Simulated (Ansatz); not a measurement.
# CH5BN2 (SMILES B1NCN1): CCSD/def2-SVPD

Aim: the energy change on altering one bond length of CH5BN2 at CCSD/def2-SVPD, from 2 runs. 

Program for the calculation: Ansatz 0.2.0.

49 further runs of the same task are left out: 49 set aside as unsound or not needed. Runs told in other sessions of the task aren't counted.

## Step 1: The molecule

CH5BN2 has 9 atoms, charge 0, and is taken as a singlet. SMILES: `B1NCN1`. Geometry: relaxed at PBE0-D4/def2-TZVP.

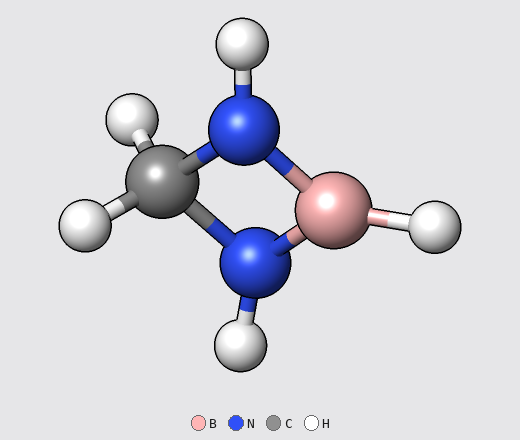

The structure, seen from a chosen angle (boron pink, nitrogen blue, carbon grey, hydrogen white).

## Step 2: The energy at CCSD/def2-SVPD

molecule.yaml reads:

```yaml
crystal:
  periodic: [false, false, false]
  atoms:
    - {symbol: B, position_ang: [-0.538100, 0.903800, -0.424200]}
    - {symbol: N, position_ang: [0.763900, 0.350100, -0.630900]}
    - {symbol: C, position_ang: [0.430100, -0.702400, 0.322000]}
    - {symbol: N, position_ang: [-0.891500, -0.116200, 0.513500]}
    - {symbol: H, position_ang: [-1.109600, 1.851900, -0.864600]}
    - {symbol: H, position_ang: [1.686500, 0.722000, -0.761500]}
    - {symbol: H, position_ang: [0.420000, -1.707100, -0.117100]}
    - {symbol: H, position_ang: [1.046900, -0.704100, 1.228600]}
    - {symbol: H, position_ang: [-1.719800, -0.644400, 0.717000]}
basis:
  gaussian:
    orbitals: def2-SVPD
correlation:
  method: ccsd
  frozen_orbitals: {B: 1, C: 1, H: 0, "N": 1}
accuracy: high
scf:
  omitted_lower_state_checks: [cluster_reference, increment]
```

Run with:

```
$ ansatz run molecule.yaml --threads 1 --pin off --max-ram 3480MiB --events-out events.jsonl --progress --plain --runs-dir runs
```

Standard output (excerpt; [...] marks lines left out):

```text
Warning: RAYON_NUM_THREADS=1 ignored (pool sized by the plan → 1); use --threads N
Functional definition: HF
  name "HF"
[...]
2517 factors; integrals over basis functions are off by at most 3.1e-9 eV
[...]
mean field -4742.01068628 eV, -174.2656784703 hartree, gradient 1.2e-8 eV, S^2 0.000000; 0 other end points of the search recorded, 0 dependent functions left out
4 core orbitals not correlated: weight in the atoms' cores, before any rotation towards them, 1.000 or more for the frozen orbitals, at most 0.000 for the correlated occupied ones
reference -4742.01068628 eV, -174.2656784703 hartree; 11, 11 occupied and 105, 105 virtual orbitals, 2517 factors
second order -15.74895679 eV of doubles, -0.00000000 eV of singles
cycle   1  -16.15721807 eV  change   -4.1e-1 eV  update   9.2e-2
[...]
cycle  20  -16.66295080 eV  change   -1.3e-9 eV  update   1.9e-9
Total energy: -4758.67363708 eV, -174.8780306177 hartree
Checks for a lower state left out: cluster_reference, increment
```

Run time: 62 s. Hardware: 1 thread of Arm Neoverse N1, shared host; peak memory 1.3 GiB.

## Step 3: The distorted shape, same level

input.yaml reads:

```yaml
basis:
  gaussian: {orbitals: def2-SVPD}
crystal:
  periodic: [false, false, false]
  atoms:
    - {symbol: B, position_ang: [-0.530020, 1.707544, -0.072927]}
    - {symbol: "N", position_ang: [0.771980, 1.153844, -0.279627]}
    - {symbol: C, position_ang: [0.438180, 0.101344, 0.673273]}
    - {symbol: N, position_ang: [-0.883420, 0.687544, 0.864773]}
    - {symbol: H, position_ang: [-1.101520, 2.655644, -0.513327]}
    - {symbol: H, position_ang: [1.694580, 1.525744, -0.410227]}
    - {symbol: H, position_ang: [0.420000, -1.707100, -0.117100]}
    - {symbol: H, position_ang: [1.054980, 0.099644, 1.579873]}
    - {symbol: H, position_ang: [-1.711720, 0.159344, 1.068273]}
correlation: {method: ccsd, frozen_orbitals: {B: 1, C: 1, H: 0, "N": 1}}
accuracy: high
scf: {omitted_lower_state_checks: [cluster_reference, increment]}
```

Run with:

```
$ ansatz run input.yaml --threads 1 --pin off --max-ram 3480MiB --events-out events.jsonl --progress --plain --runs-dir runs
```

Standard output (excerpt; [...] marks lines left out):

```text
Warning: RAYON_NUM_THREADS=1 ignored (pool sized by the plan → 1); use --threads N
Functional definition: HF
  name "HF"
[...]
2539 factors; integrals over basis functions are off by at most 3.0e-9 eV
[...]
mean field -4738.32322245 eV, -174.1301666744 hartree, gradient 1.4e-8 eV, S^2 0.000000; 0 other end points of the search recorded, 0 dependent functions left out; unrestricted orbitals would lower it
4 core orbitals not correlated: weight in the atoms' cores, before any rotation towards them, 1.000 or more for the frozen orbitals, at most 0.000 for the correlated occupied ones
reference -4738.32322245 eV, -174.1301666744 hartree; 11, 11 occupied and 105, 105 virtual orbitals, 2539 factors
second order -16.14246026 eV of doubles, -0.00000000 eV of singles
cycle   1  -16.52105804 eV  change   -3.8e-1 eV  update   1.2e-1
[...]
cycle  26  -17.24419738 eV  change  -8.0e-10 eV  update  4.9e-10
Total energy: -4755.56741983 eV, -174.7638792395 hartree
Checks for a lower state left out: cluster_reference, increment
```

It took 77 s on 1 thread of Arm Neoverse N1, shared host; peak memory 1.3 GiB.

## Step 4: Summary of results

Level: CCSD/def2-SVPD, 4 core orbitals frozen.

| quantity | value |
| --- | --- |
| first shape: total energy | -174.87803 Eh |
| first shape: correlation energy (4 core orbitals frozen) | -612.4 mEh |
| first shape: T1 diagnostic | 0.014 |
| distorted shape: total energy | -174.76388 Eh |
| distorted shape: correlation energy (4 core orbitals frozen) | -633.7 mEh |
| distorted shape: T1 diagnostic | 0.021 |
| energy change with the C3–H7 bond stretched from 1.097 to 1.974 Å | 3.106 eV |

**Reading.** With the C3–H7 bond stretched from 1.097 to 1.974 Å the energy rises by 3.11 eV (72 kcal/mol). The first shape isn't relaxed at this level, so the change isn't measured from a minimum. A restricted reference can't describe the breaking bond well at this length. The T1 diagnostic (distorted shape) of 0.021 is above the customary mark for such species, so a single reference may not serve. The restricted solution (distorted shape) is unstable to spin breaking: an unrestricted one lies lower.
